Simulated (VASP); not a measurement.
# The low-index faces of Hf, part 4 of 5

Which face of Hf is cheapest, and which holds its electrons hardest?

VASP 6.6.1; PBE; plane waves and PAW (Hf).

So far. Step 4 (Relaxing the slab, 8 atoms, face Hf(0001)): The run ended after 8 ionic steps, 0.147 eV below its first step, once the forces on the free atoms met EDIFFG = -0.03. Step 5 (Vacuum level and density of states, 8 atoms, face …): The vacuum level lies 4.36 eV above the Fermi level at the upper face; both faces agree, as the slab has next to no dipole.

## 6. Relaxing the slab, 12 atoms, face Hf(10-10)

System of this step: Hf(10-10). The cell holds 12 atoms: 12 Hf. Cell: a = 3.194 Å, b = 5.040 Å, c = 29.752 Å, α = 90.0°, β = 90.0°, γ = 90.0°. It derives from Hf. 12 layers of hcp Hf, cut at this functional's lattice. Vacuum lies along c.

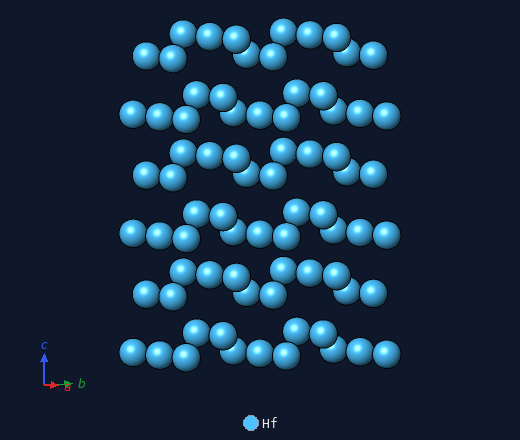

The cell of this step (hafnium blue). 2×2×1 cells are drawn. Some periodic images of atoms are drawn too.

Contents of INCAR:

```
SYSTEM = Hf
PREC = Normal
ENCUT = 320
EDIFF = 1E-05
NELM = 120
ISMEAR = 1
SIGMA = 0.15
LREAL = .FALSE.
ALGO = Fast
GGA = PE
NBANDS = 36
LASPH = .TRUE.
LORBIT = 11
LWAVE = .FALSE.
LCHARG = .FALSE.
KPAR = 4
IBRION = 2
NSW = 40
ISIF = 2
EDIFFG = -0.03
POTIM = 0.4
MAXMIX = 40
```

Contents of POSCAR:

```
Hf
1.0
    3.1939811660      0.0000000000      0.0000000000
    0.0000000000      5.0399729360      0.0000000000
    0.0000000000      0.0000000000     29.7523670878
Hf
12
Direct
    0.0000000000      0.0000000000      0.2520807800
    0.5000000000      0.0000000000      0.3450504900
    0.5000000000      0.5000000000      0.2830706900
    0.0000000000      0.0000000000      0.4380202000
    0.0000000000      0.5000000000      0.3760403900
    0.5000000000      0.0000000000      0.5309899000
    0.5000000000      0.5000000000      0.4690101000
    0.0000000000      0.0000000000      0.6239596100
    0.0000000000      0.5000000000      0.5619798000
    0.5000000000      0.0000000000      0.7169293100
    0.5000000000      0.5000000000      0.6549495100
    0.0000000000      0.5000000000      0.7479192200
```

Contents of KPOINTS:

```
Automatic mesh
0
Gamma
9 6 1
0 0 0
```

PAW data sets: Hf (PBE family, release 64).

The run is started by

```bash
$ mpirun -np 4 vasp_std
```

What it wrote:

```text
[banner, memory and clock lines left out]
running    4 mpi-ranks, on    1 nodes
 distrk:  each k-point on    1 cores,    4 groups
 distr:  one band on    1 cores,    1 groups

 POSCAR found type information on POSCAR Hf
 POSCAR found :  1 types and      12 ions
 LDA part: xc-table for (Slater+PW92), standard interpolation
 POSCAR, INCAR and KPOINTS ok, starting setup
 FFT: planning ... GRIDC
 FFT: planning ... GRID_SOFT
 FFT: planning ... GRID
 WAVECAR not read
 entering main loop
       N       E                     dE             d eps       ncg     rms          rms(c)
DAV:   1     0.652506102436E+02    0.65251E+02   -0.11875E+04  1440   0.678E+02
DAV:   2    -0.101923485031E+03   -0.16717E+03   -0.15467E+03  1996   0.133E+02
DAV:   3    -0.121783280874E+03   -0.19860E+02   -0.18647E+02  1936   0.430E+01
DAV:   4    -0.123637751338E+03   -0.18545E+01   -0.17664E+01  2648   0.108E+01
DAV:   5    -0.123711397085E+03   -0.73646E-01   -0.71564E-01  2468   0.215E+00    0.309E+01
RMM:   6    -0.145727824298E+03   -0.22016E+02   -0.10352E+02  2079   0.193E+01    0.192E+01
RMM:   7    -0.139972556222E+03    0.57553E+01   -0.65208E+01  1667   0.159E+01    0.198E+01
RMM:   8    -0.119484940528E+03    0.20488E+02   -0.18111E+01  1613   0.959E+00    0.720E+00
RMM:   9    -0.119412958325E+03    0.71982E-01   -0.95752E+00  2092   0.512E+00    0.698E+00
RMM:  10    -0.119574021614E+03   -0.16106E+00   -0.27247E+00  2170   0.216E+00    0.741E+00
RMM:  11    -0.119460863692E+03    0.11316E+00   -0.12638E+00  1923   0.158E+00    0.754E+00
RMM:  12    -0.122047493030E+03   -0.25866E+01   -0.65839E+00  2223   0.407E+00    0.966E+00
RMM:  13    -0.125717615061E+03   -0.36701E+01   -0.78755E+00  2280   0.409E+00    0.124E+01
RMM:  14    -0.125535115501E+03    0.18250E+00   -0.21628E+00  2085   0.159E+00    0.129E+01
RMM:  15    -0.128898707357E+03   -0.33636E+01   -0.32900E+00  2115   0.224E+00    0.148E+01
RMM:  16    -0.128759847683E+03    0.13886E+00   -0.14966E+00  2015   0.121E+00    0.151E+01
RMM:  17    -0.125017334650E+03    0.37425E+01   -0.12236E+00  1980   0.165E+00    0.136E+01
RMM:  18    -0.118195194167E+03    0.68221E+01   -0.93797E+00  2418   0.434E+00    0.862E+00
RMM:  19    -0.115729111321E+03    0.24661E+01   -0.91324E+00  2393   0.392E+00    0.438E+00
RMM:  20    -0.118454495737E+03   -0.27254E+01   -0.10829E+01  2473   0.484E+00    0.676E+00
RMM:  21    -0.119016482034E+03   -0.56199E+00   -0.15931E+00  2238   0.165E+00    0.706E+00
RMM:  22    -0.118953421359E+03    0.63061E-01   -0.25415E-01  2145   0.613E-01    0.696E+00
RMM:  23    -0.118697095629E+03    0.25633E+00   -0.56641E-02  1948   0.330E-01    0.675E+00
RMM:  24    -0.116750432160E+03    0.19467E+01   -0.17134E+00  2433   0.206E+00    0.462E+00
RMM:  25    -0.116878208357E+03   -0.12778E+00   -0.20162E-01  2111   0.102E+00    0.420E+00
RMM:  26    -0.117123238779E+03   -0.24503E+00   -0.13515E+01  2514   0.575E+00    0.565E+00
RMM:  27    -0.116378157722E+03    0.74508E+00   -0.87238E-01  2327   0.192E+00    0.433E+00
RMM:  28    -0.116092310851E+03    0.28585E+00   -0.18296E+00  2446   0.216E+00    0.339E+00
RMM:  29    -0.116019350090E+03    0.72961E-01   -0.29613E-01  2318   0.939E-01    0.268E+00
RMM:  30    -0.115848135457E+03    0.17121E+00   -0.96918E-02  2003   0.634E-01    0.225E+00
[...]
RMM:  56    -0.115650768475E+03   -0.71496E-02   -0.22815E-02  2528   0.230E-01    0.588E-01
RMM:  57    -0.115649565480E+03    0.12030E-02   -0.19745E-03  2227   0.804E-02    0.576E-01
RMM:  58    -0.115648741125E+03    0.82436E-03   -0.44301E-04  1855   0.382E-02    0.558E-01
RMM:  59    -0.115647501813E+03    0.12393E-02   -0.36388E-04  1896   0.383E-02    0.534E-01
RMM:  60    -0.115643882977E+03    0.36188E-02   -0.22003E-03  2370   0.815E-02    0.443E-01
RMM:  61    -0.115638557143E+03    0.53258E-02   -0.17288E-02  2522   0.224E-01    0.242E-01
RMM:  62    -0.115637898238E+03    0.65891E-03   -0.22682E-03  2419   0.762E-02    0.141E-01
RMM:  63    -0.115637762497E+03    0.13574E-03   -0.35610E-04  1956   0.334E-02    0.111E-01
RMM:  64    -0.115637688263E+03    0.74234E-04   -0.20805E-04  1786   0.353E-02    0.643E-02
RMM:  65    -0.115637675896E+03    0.12367E-04   -0.56465E-05  1345   0.179E-02    0.569E-02
RMM:  66    -0.115637663511E+03    0.12385E-04   -0.45387E-05  1238   0.156E-02    0.472E-02
RMM:  67    -0.115637659262E+03    0.42495E-05   -0.17608E-05   937   0.123E-02
   1 F= -.11563766E+03 E0= -.11563234E+03  d E =-.115638E+03
 curvature:   0.00 expect dE= 0.000E+00 dE for cont linesearch  0.000E+00
 trial: gam= 0.00000 g(F)=  0.330E-01 g(S)=  0.000E+00 ort = 0.000E+00 (trialstep = 0.100E+01)
 search vector abs. value=  0.330E-01
 bond charge predicted
       N       E                     dE             d eps       ncg     rms          rms(c)
DAV:   1    -0.115666390891E+03   -0.28727E-01   -0.13266E+00  1568   0.417E+00    0.372E-01
RMM:   2    -0.115670056873E+03   -0.36660E-02   -0.23983E-02  1542   0.516E-01    0.436E-01
RMM:   3    -0.115668766321E+03    0.12906E-02   -0.10926E-02  1744   0.268E-01    0.452E-01
RMM:   4    -0.115668957062E+03   -0.19074E-03   -0.51184E-03  1966   0.158E-01    0.364E-01
RMM:   5    -0.115668722606E+03    0.23446E-03   -0.23704E-03  1852   0.107E-01    0.268E-01
RMM:   6    -0.115667241056E+03    0.14815E-02   -0.14890E-03  1737   0.880E-02    0.169E-01
RMM:   7    -0.115666950135E+03    0.29092E-03   -0.15192E-03  1874   0.769E-02    0.106E-01
RMM:   8    -0.115667193424E+03   -0.24329E-03   -0.18769E-04  1573   0.385E-02    0.119E-01
RMM:   9    -0.115667334544E+03   -0.14112E-03   -0.16401E-04  1662   0.271E-02    0.126E-01
RMM:  10    -0.115666903421E+03    0.43112E-03   -0.21994E-03  2434   0.886E-02    0.102E-02
RMM:  11    -0.115666917065E+03   -0.13645E-04   -0.75341E-05  1387   0.209E-02    0.888E-03
RMM:  12    -0.115666923434E+03   -0.63689E-05   -0.16501E-05  1036   0.108E-02
   2 F= -.11566692E+03 E0= -.11566174E+03  d E =-.292642E-01
[... from here on, the cycles between the ionic steps are left out ...]
   3 F= -.11570609E+03 E0= -.11570096E+03  d E =-.684343E-01
   4 F= -.11570676E+03 E0= -.11570169E+03  d E =-.691017E-01
   5 F= -.11571144E+03 E0= -.11570601E+03  d E =-.467769E-02
   6 F= -.11571335E+03 E0= -.11570762E+03  d E =-.658624E-02
   7 F= -.11571353E+03 E0= -.11570770E+03  d E =-.676704E-02
   8 F= -.11571432E+03 E0= -.11570848E+03  d E =-.793924E-03
   9 F= -.11571505E+03 E0= -.11570920E+03  d E =-.152669E-02
  10 F= -.11571570E+03 E0= -.11570988E+03  d E =-.643392E-03
 ZBRENT: can't locate minimum, use default step
 trial-energy change:   -0.000643  1 .order   -0.000616   -0.000682   -0.000551
 step:   5.3968(harm=  6.9966)  dis= 0.01234  next Energy=  -115.716823 (dE=-0.177E-02)
 bond charge predicted
       N       E                     dE             d eps       ncg     rms          rms(c)
DAV:   1    -0.115717381736E+03   -0.16926E-02   -0.72010E-01  1440   0.315E+00    0.201E-01
RMM:   2    -0.115716720454E+03    0.66128E-03   -0.37296E-03  1459   0.259E-01    0.295E-02
RMM:   3    -0.115716880347E+03   -0.15989E-03   -0.12935E-03  1862   0.998E-02    0.209E-02
RMM:   4    -0.115716909921E+03   -0.29573E-04   -0.26998E-04  1911   0.386E-02    0.189E-02
RMM:   5    -0.115716912466E+03   -0.25454E-05   -0.33850E-05  1118   0.152E-02
  11 F= -.11571691E+03 E0= -.11571119E+03  d E =-.185774E-02
 curvature:  -6.97 expect dE=-0.660E-03 dE for cont linesearch -0.190E-03
 trial: gam=-0.11729 g(F)=  0.947E-04 g(S)=  0.000E+00 ort = 0.173E-03 (trialstep = 0.216E+01)
 search vector abs. value=  0.692E-04
 reached required accuracy - stopping structural energy minimisation
```

Run time: 4 min. Hardware: 4 MPI ranks of Intel Xeon 6975P-C (Granite Rapids), shared host; peak memory 1.2 GiB.

Parts of OUTCAR (step 6):

```text
   k-points           NKPTS =     20   k-points in BZ     NKDIM =     20   number of bands    NBANDS=     36

   ENCUT  =  320.0 eV  23.52 Ry    4.85 a.u.   4.66  7.35 43.40*2*pi/ulx,y,z

   NELECT =      48.0000    total number of electrons

 E-fermi :   1.2869

 k-point     1 :       0.0000    0.0000    0.0000
  band No.  band energies     occupation
    ...
     17       0.7049      2.00000
     18       0.7867      2.00003
     19       0.8028      2.00005
     20       0.9445      2.00579
     21       1.2019      1.80876
     22       1.4418     -0.05638
     23       1.5896     -0.01506
     24       1.9003     -0.00000
     25       2.1270     -0.00000
     26       2.1583     -0.00000
    ...

  Total       -4.9022438     -2.6065000     -0.6540141      0.0000000      0.0000000      0.0000000
  in kB      -16.3992281     -8.7193927     -2.1878402      0.0000000      0.0000000      0.0000000
  external PRESSURE =      -9.1021536 kB  Pullay stress =       0.0000000 kB

 POSITION                                       TOTAL-FORCE (eV/Angst)
 -----------------------------------------------------------------------------------
      0.00000      0.00000      7.60734         0.000000      0.000000      0.026002
      1.59699      0.00000     10.22351         0.000000      0.000000      0.010176
      1.59699      2.51999      8.47080         0.000000      0.000000     -0.002336
      0.00000      0.00000     13.01320         0.000000      0.000000      0.018498
      0.00000      2.51999     11.18930         0.000000      0.000000     -0.009833
      1.59699      0.00000     15.79923         0.000000      0.000000     -0.001588
      1.59699      2.51999     13.95314         0.000000      0.000000      0.001588
      0.00000      0.00000     18.56307         0.000000      0.000000      0.009833
      0.00000      2.51999     16.73917         0.000000      0.000000     -0.018498
      1.59699      0.00000     21.28157         0.000000      0.000000      0.002336
      1.59699      2.51999     19.52885         0.000000      0.000000     -0.010176
      0.00000      2.51999     22.14502         0.000000      0.000000     -0.026002
 -----------------------------------------------------------------------------------
    total drift:                               -0.000000      0.000000      0.000000

  FREE ENERGIE OF THE ION-ELECTRON SYSTEM (eV)
  ---------------------------------------------------
  free  energy   TOTEN  =      -115.7169124660 eV

  energy  without entropy=     -115.6997435060  energy(sigma->0) =     -115.71118948

[... 1 part as in an earlier step ...]

[... 15 further parts left out ...]
```

The run keeps the 8 symmetry operations of its start, so it cannot find a distortion of lower symmetry.

Relaxation path:

| step | energy less that of the first step (eV) | largest force (eV/Å) |
| --- | --- | --- |
| 1 | 0.0000 | 0.5121 |
| 2 | -0.0293 | 0.3988 |
| 3 | -0.0684 | 0.1601 |
| 4 | -0.0691 | 0.1778 |
| 5 | -0.0738 | 0.1069 |
| 6 | -0.0757 | 0.0465 |
| 7 | -0.0759 | 0.0598 |
| 8 | -0.0767 | 0.0366 |
| 9 | -0.0774 | 0.0520 |
| 10 | -0.0780 | 0.0431 |
| 11 | -0.0793 | 0.0260 |

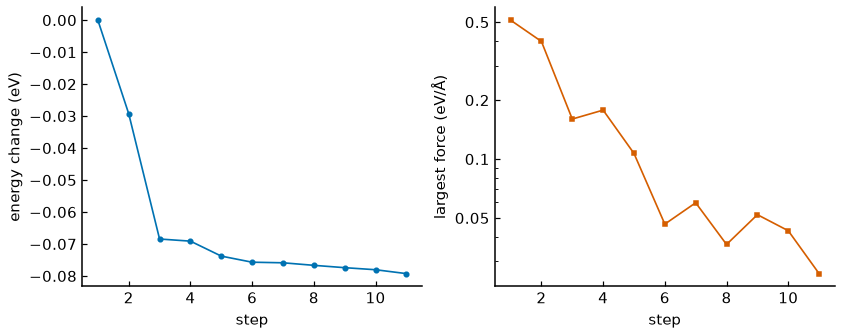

Energy and largest force along the relaxation.

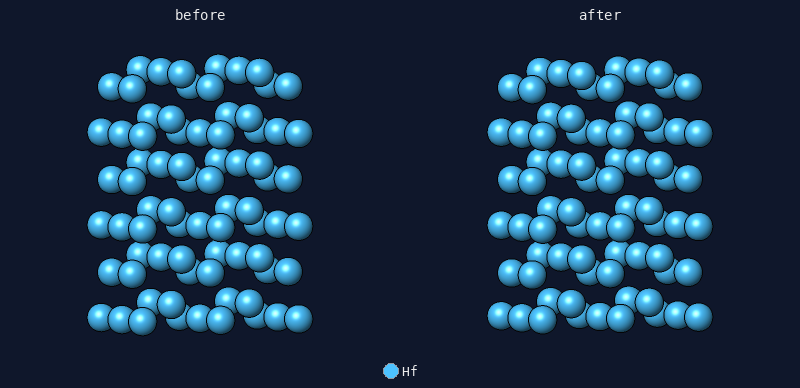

The structure before and after the relaxation, drawn at the same scale.

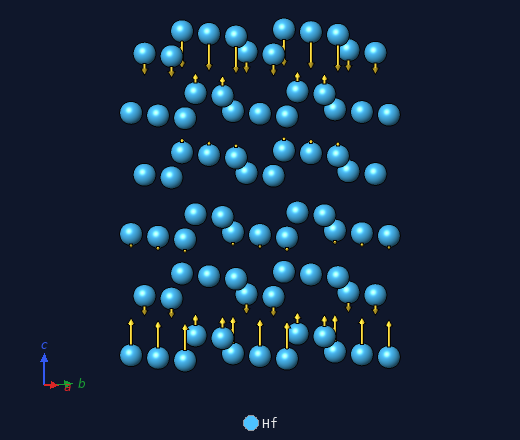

Displacements in the relaxation, exaggerated; the longest in the cell stands for 0.11 Å. 2×2×1 cells are drawn. Some periodic images of atoms are drawn too.

The atoms that moved most (Å):

| atom | dx | dy | dz | length |
| --- | --- | --- | --- | --- |
| Hf1 | 0.000 | 0.000 | 0.107 | 0.107 |
| Hf12 | 0.000 | 0.000 | -0.107 | 0.107 |
| Hf10 | 0.000 | 0.000 | -0.049 | 0.049 |
| Hf3 | 0.000 | 0.000 | 0.049 | 0.049 |
| Hf11 | 0.000 | 0.000 | 0.043 | 0.043 |
| Hf2 | 0.000 | 0.000 | -0.043 | 0.043 |
| Hf4 | 0.000 | 0.000 | -0.019 | 0.019 |
| Hf9 | 0.000 | 0.000 | 0.019 | 0.019 |

The relaxed structure:

```xyz
12
Lattice="3.1940 0.0000 0.0000 0.0000 5.0400 0.0000 0.0000 0.0000 29.7524" Properties=species:S:1:pos:R:3
Hf    0.0000    0.0000    7.6073
Hf    1.5970    0.0000   10.2235
Hf    1.5970    2.5200    8.4708
Hf    0.0000    0.0000   13.0132
Hf    0.0000    2.5200   11.1893
Hf    1.5970    0.0000   15.7992
Hf    1.5970    2.5200   13.9531
Hf    0.0000    0.0000   18.5631
Hf    0.0000    2.5200   16.7392
Hf    1.5970    0.0000   21.2816
Hf    1.5970    2.5200   19.5289
Hf    0.0000    2.5200   22.1450
```

This step gave:

```
electronic cycles       : 129
electrons               : 48
free energy (TOTEN)     : -115.7169 eV
energy at zero smearing : -115.7112 eV
Fermi energy            : 1.287 eV
```

The run ended after 11 ionic steps, 0.079 eV below its first step, once the forces on the free atoms met EDIFFG = -0.03.

[end of part 4 of 5]

[Lines on the potential files, build, host, timing and source positions are cut from VASP's logs without a mark.]

[Logs are printed without paths, hosts, clocks, repeated set-up lines and the standing remarks that a program may print on its own settings, such as how far it seeks lower states.]

[Hosts, paths, dates, database ids (printed as entryN), source tags and the programs' standing remarks are cut or masked in the printed files.]

[Runs that stopped without an error message from VASP are left out.]
